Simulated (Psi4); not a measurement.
# H2O2 (hydrogen peroxide): B2PLYP/def2-TZVPP (density fitting for correlation)

What is the energy change on altering one bond length of H2O2 (hydrogen peroxide) at B2PLYP/def2-TZVPP (density fitting for correlation)? 

Program for the calculation: Psi4 1.11.

## (1) The molecule

H2O2: 4 atoms, total charge 0, spin state singlet. SMILES: `OO`. Geometry: relaxed at PBE0-D4/def2-TZVP.

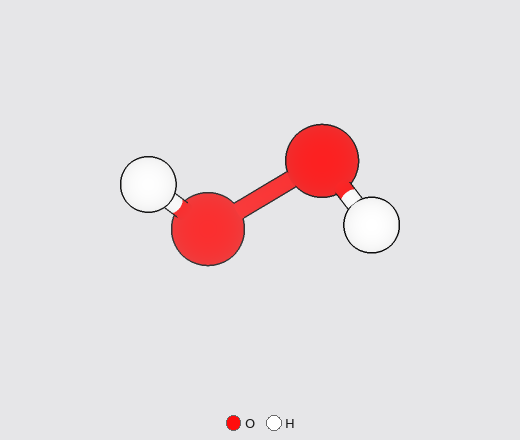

The structure, seen from a chosen angle (oxygen red, hydrogen white).

## (2) A single-point energy at B2PLYP/def2-TZVPP (density fitting for correlation)

The input, input.dat:

```
memory 1.6 GB

molecule m {
  0 1
  O     -0.91991868    -1.09811985     0.05782562
  O      0.09127377     1.37647651     0.39098434
  H      0.35224495    -2.11082408     0.88325799
  H      0.47639996     1.83265640    -1.33206795
  units bohr
  symmetry c1
  no_reorient
  no_com
}

set basis def2-TZVPP
set puream true
set e_convergence 1e-09
set d_convergence 1e-08
set scf_type pk
set dft_radial_points 99
set dft_spherical_points 590
set num_frozen_docc 2

energy('b2plyp')
print_variables()
```

Command:

```sh
psi4 -n 1 input.dat output.dat
```

output.dat, cut to the lines that bear on the results:

```text
[...]
  Running in c1 symmetry.
[...]
  Nuclear repulsion =   37.283118750301384
[...]
  Multiplicity = 1
[...]
  Nalpha       = 9
  Nbeta        = 9
[...]
    Number of basis functions: 90
[...]
   @RKS iter   1:  -151.29281017814139   -5.20377e-01   4.72575e-03 DIIS/ADIIS
[...]
   @RKS iter  11:  -151.36054043003045   -3.46745e-12   4.13509e-09 DIIS
[...]
    Orbital Energies [Eh]
    ---------------------
    Doubly Occupied:
       1A    -19.789817     2A    -19.789658     3A     -1.280656
       4A     -1.029698     5A     -0.617082     6A     -0.590573
       7A     -0.511135     8A     -0.406395     9A     -0.369143
[...]
  @RKS Final Energy:  -151.36054043003045
   => Energetics <=
    Nuclear Repulsion Energy =             37.2831187503013837
    One-Electron Energy =                -282.3653606204362632
    Two-Electron Energy =                 102.2777105980010788
    DFT Exchange-Correlation Energy =      -8.5560091578966588
    Empirical Dispersion Energy =           0.0000000000000000
    VV10 Nonlocal Energy =                  0.0000000000000000
    Total Energy =                       -151.3605404300304542
[...]
 Multipole Moments:
 ------------------------------------------------------------------------------------
     Multipole            Electronic (a.u.)      Nuclear  (a.u.)        Total (a.u.)
 ------------------------------------------------------------------------------------
 L = 1.  Multiply by 2.5417464519 to convert [e a0] to [Debye]
 Dipole X            :          6.4146743           -5.8005144            0.6141599
 Dipole Y            :         -2.1549040            1.9486856           -0.2062184
 Dipole Z            :         -3.4742967            3.1416697           -0.3326269
 Magnitude           :                                                    0.7282576
[...]
```

It took 8.7 s on 1 thread of AMD EPYC 7R43 (Zen 3), shared host; peak memory 0.88 GiB.

## (3) The distorted shape, same level

The input, job.json:

```json
{
  "schema_name": "qcschema_input",
  "schema_version": 1,
  "molecule": {
    "schema_name": "qcschema_molecule",
    "schema_version": 2,
    "symbols": ["O", "O", "H", "H"],
    "geometry": [-1.93770249, -0.287913, -0.60255429, -0.92651004, 2.18668336, -0.26939558, 0.35224495, -2.11082408, 0.88325799, -0.54138386, 2.64286324, -1.99244786],
    "molecular_charge": 0,
    "molecular_multiplicity": 1,
    "fix_symmetry": "c1",
    "fix_com": true,
    "fix_orientation": true
  },
  "driver": "energy",
  "model": {
    "method": "b2plyp",
    "basis": "def2-TZVPP"
  },
  "keywords": {
    "reference": "rks",
    "puream": true,
    "e_convergence": 1e-09,
    "d_convergence": 1e-08,
    "scf_type": "pk",
    "dft_radial_points": 99,
    "dft_spherical_points": 590,
    "num_frozen_docc": 2
  }
}
```

Command:

```sh
psi4 --qcschema job.json -n 1 --memory 1600MB
```

stdout, cut to the lines that bear on the results:

```text
[...]
  Running in c1 symmetry.
[...]
  Nuclear repulsion =   34.752696510179867
[...]
  Multiplicity = 1
[...]
  Nalpha       = 9
  Nbeta        = 9
[...]
    Number of basis functions: 90
[...]
   @RKS iter   1:  -151.06046279550890   -5.88397e-01   5.67230e-03 ADIIS/DIIS
[...]
   @RKS iter  12:  -151.21057387879748   -1.06297e-11   7.98784e-09 DIIS
[...]
    Orbital Energies [Eh]
    ---------------------
    Doubly Occupied:
       1A    -19.828526     2A    -19.798584     3A     -1.262162
       4A     -0.980556     5A     -0.602183     6A     -0.519597
       7A     -0.502384     8A     -0.385455     9A     -0.344139
[...]
  @RKS Final Energy:  -151.21057387879748
   => Energetics <=
    Nuclear Repulsion Energy =             34.7526965101798666
    One-Electron Energy =                -277.3924397676359490
    Two-Electron Energy =                  99.8877924229849441
    DFT Exchange-Correlation Energy =      -8.4586230443263606
    Empirical Dispersion Energy =           0.0000000000000000
    VV10 Nonlocal Energy =                  0.0000000000000000
    Total Energy =                       -151.2105738787975042
[...]
 Multipole Moments:
 ------------------------------------------------------------------------------------
     Multipole            Electronic (a.u.)      Nuclear  (a.u.)        Total (a.u.)
 ------------------------------------------------------------------------------------
 L = 1.  Multiply by 2.5417464519 to convert [e a0] to [Debye]
 Dipole X            :         23.7681189          -23.1028392            0.6652798
 Dipole Y            :        -15.8465155           15.7222020           -0.1243134
 Dipole Z            :          7.7745977           -8.0847888           -0.3101912
 Magnitude           :                                                    0.7444928
[...]
```

The result, in JSON:

```text
{
 "driver": "energy",
 "model": {
  "method": "b2plyp",
  "basis": "def2-TZVPP"
 },
 "success": true,
 "return_result": -151.39121092983467,
 "properties": {
  "calcinfo_nbasis": 90,
  "calcinfo_nmo": 90,
  "calcinfo_nalpha": 9,
  "calcinfo_nbeta": 9,
  "calcinfo_natom": 4,
  "nuclear_repulsion_energy": 34.75269651017987,
  "return_energy": -151.39121092983467,
  "scf_one_electron_energy": -277.39243976763595,
  "scf_two_electron_energy": 99.88779242298494,
  "scf_xc_energy": -8.45862304432636,
  "scf_dipole_moment": [0.6652797612616936, -0.12431341501684301, -0.3101911587854005],
  "scf_total_energy": -151.21057387879748,
  "scf_iterations": 12
 }
}
```

It took 8.7 s on 1 thread of AMD EPYC 7R43 (Zen 3), shared host; peak memory 0.85 GiB.

## (4) Results

Level: B2PLYP/def2-TZVPP (density fitting for correlation), 2 core orbitals frozen.

| quantity | value |
| --- | --- |
| first shape: total energy | -151.52049 Eh |
| first shape: HOMO energy (SCF part's orbitals) | -10.04 eV |
| first shape: LUMO energy (SCF part's orbitals) | 1.82 eV |
| first shape: HOMO–LUMO gap (SCF part's orbitals) | 11.86 eV |
| distorted shape: total energy | -151.39121 Eh |
| distorted shape: HOMO energy (SCF part's orbitals) | -9.36 eV |
| distorted shape: LUMO energy (SCF part's orbitals) | -2.36 eV |
| distorted shape: HOMO–LUMO gap (SCF part's orbitals) | 7.01 eV |
| energy change with the O1–H3 bond stretched from 0.965 to 1.737 Å | 3.518 eV |

**Reading.** With the O1–H3 bond stretched from 0.965 to 1.737 Å the energy rises by 3.52 eV (81 kcal/mol). The first shape isn't relaxed at this level, so the change isn't measured from a minimum. A restricted reference can't describe the breaking bond well at this length.
